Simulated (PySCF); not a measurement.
## A study: C3H7NO2, SMILES `COCC(N)=O`

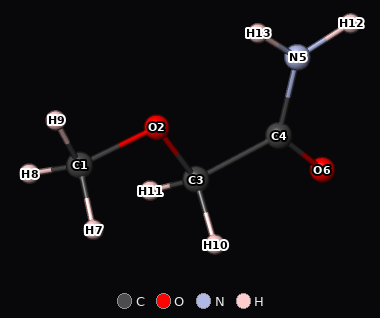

The molecule, with its atoms numbered as below. No frequency check shows the geometry to be a minimum.

Cartesian coordinates (Å):

```
C1      -2.5212   -0.0715   -0.0055
O2      -1.1929    0.3891    0.0086
C3      -0.2513   -0.6580    0.0034
C4       1.1789   -0.1202   -0.0000
N5       1.2568    1.2207   -0.0021
O6       2.1378   -0.8577   -0.0021
H7      -2.7347   -0.6934    0.8718
H8      -2.7285   -0.6552   -0.9103
H9      -3.1574    0.8112    0.0116
H10     -0.3709   -1.2998    0.8895
H11     -0.3754   -1.2952   -0.8852
H12      2.1578    1.6673   -0.0037
H13      0.4133    1.7674    0.0015
```

Part 1: Bonding charge

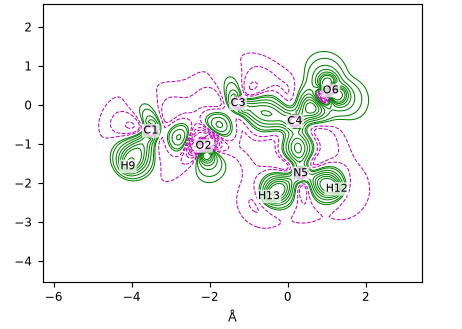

Deformation density (molecule less spherical, spin-averaged free atoms) in a plane through 9 of the atoms; contours at ±0.05 to ±0.8 e/Å³; solid green lines: gain, dashed magenta lines: loss.

Level of theory: BLYP/def2-SVPD (PySCF), at a geometry from GFN2-xTB.

Q: Describe the bonding that the map shows.

A: N5–H12: +0.79 e/Å³ at the bond critical point (bond length 1.01 Å). N5–H13: +0.79 e/Å³ at the bond critical point (bond length 1.00 Å). C1–H9: +0.72 e/Å³ at the bond critical point (bond length 1.09 Å). C4–O6: +0.63 e/Å³ at the bond critical point (bond length 1.21 Å). C3–C4: +0.52 e/Å³ at the bond critical point (bond length 1.53 Å). C4–N5: +0.44 e/Å³ at the bond critical point (bond length 1.34 Å). O2–C3: +0.13 e/Å³ at the bond critical point (bond length 1.41 Å). C1–O2: +0.10 e/Å³ at the bond critical point (bond length 1.41 Å); up to 0.6 Å beside the axis the gain reaches +0.31 e/Å³. In all, 2.8 electrons gather in the regions of gain relative to the promolecule. A small or negative value marks a very polar bond, one between electron-rich atoms, whose free-atom densities already overlap strongly, a long bond to a heavier atom, or a closed-shell contact such as a hydrogen bond.

Part 2: Local ionisation energy

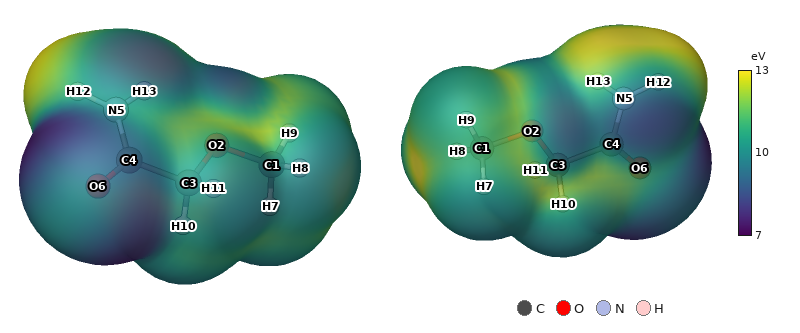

Average local ionisation energy on the surface of electron density 0.001 a.u. (back view left, front view right).

Q: Locate the minima of the map.

A: The lowest value is 7.4 eV, near O6 (1.92 Å) and H12 (2.03 Å). Further minima include 7.5 eV, 1.9 Å from O6; 8.4 eV, over N5, off the plane of its three bonds (2.0 Å), and at like points elsewhere; 8.7 eV, 1.9 Å from O2. For comparison, the highest occupied orbital lies at −5.7 eV.

Part 3: Localised orbitals

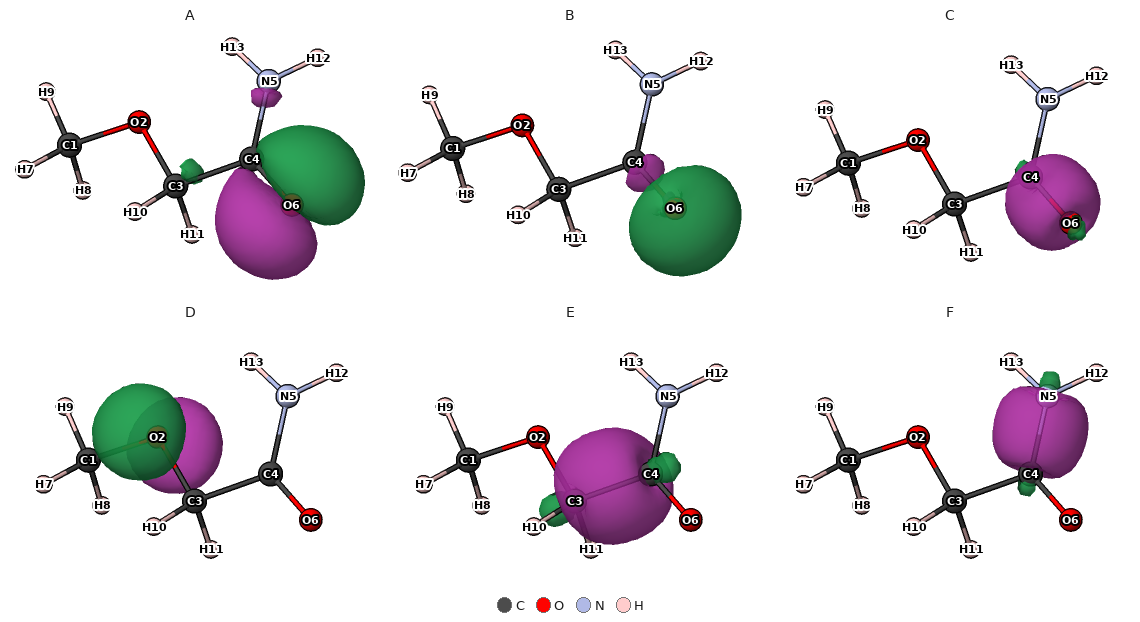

Pipek–Mezey orbitals, occupied; each surface holds about 85 % of the orbital's density. Energies are diagonal elements of the Fock matrix.

Level of theory: TPSS/def2-TZVP (PySCF), at a geometry from GFN2-xTB.

Q: What does each orbital represent in a Lewis picture?

A: By panel:
- A: lone pair on O6 (p-type) (O6 92 %, C4 5 %; −6.6 eV)
- B: lone pair on O6 (sp0.6-type) (O6 99 %; −13.7 eV)
- C: σ bond O6–C4 (O6 59 %, C4 40 %; −22.3 eV)
- D: lone pair on O2 (p-type) (O2 95 %; −7.8 eV)
- E: σ bond C3–C4 (C3 50 %, C4 49 %; −14.2 eV)
- F: σ bond N5–C4 (N5 58 %, C4 42 %; −18.3 eV)

The PySCF runs shown took 34 s and 120 s on 1 thread of Arm Neoverse V2 (shared host).
